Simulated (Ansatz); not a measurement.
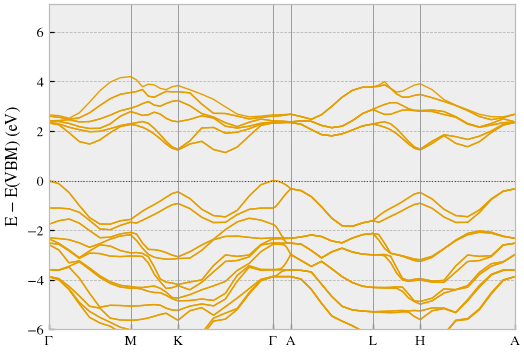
Band structure from r²SCAN+D4 with spin–orbit coupling (plane waves, PAW; program Ansatz)

**Question.** Read off the gap and where the band edges lie.

**Answer.** About 1.1 eV (1.12 eV by a search for the band edges); maximum at Γ, minimum on the K–Γ line, 48 % of the way from K.

The material is WS$_{2}$ in space group P6_3/mmc (No. 194; W on 2d, S on 4f).

The r²SCAN+D4 relaxation kept the symmetry of its start; phonons on a q-mesh show no instability. No spin polarisation was allowed.

Potentials: the later of the program's two PAW sets.
